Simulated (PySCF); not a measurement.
SMILES Cl[Si](Cl)(Cl)[SiH2][Si](Cl)(Cl)Cl (H2Cl6Si3) at its B3LYP/def2-SVP optimised geometry (Å):

```
11

Si     0.1218    -1.4441     0.0000
Cl    -0.5462    -2.4693     1.6665
Cl    -0.5454    -2.4245    -1.6975
Cl     2.1894    -1.4441     0.0000
Si    -0.6996     0.7554     0.0000
Si     0.0079     1.9780     1.8756
Cl     2.0709     2.1049     1.9235
Cl    -0.6457     1.0779     3.6183
Cl    -0.7758     3.8922     1.7789
H     -0.2070     1.4441    -1.2268
H     -2.1894     0.7058     0.0007
```

Calculation: B3LYP/def2-TZVP (PySCF). Cells within 0.4 Å of a nucleus heavier than hydrogen are left out (blank, or x).

Map of the deformation density (molecule minus spherical neutral atoms) (e/bohr³) on the plane z = 0.0 Å:

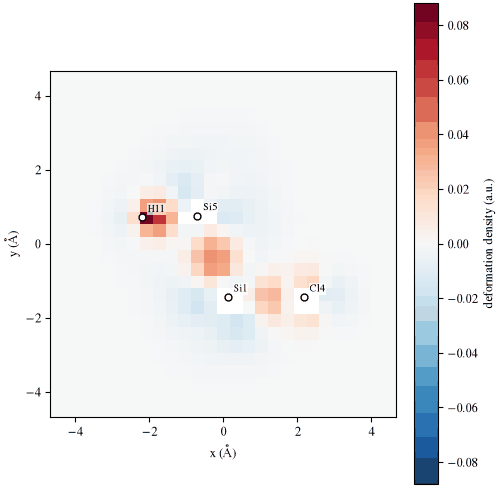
Fig. 1. Deformation density (molecule minus spherical neutral atoms) (e/bohr³) on the plane z = 0.0 Å.
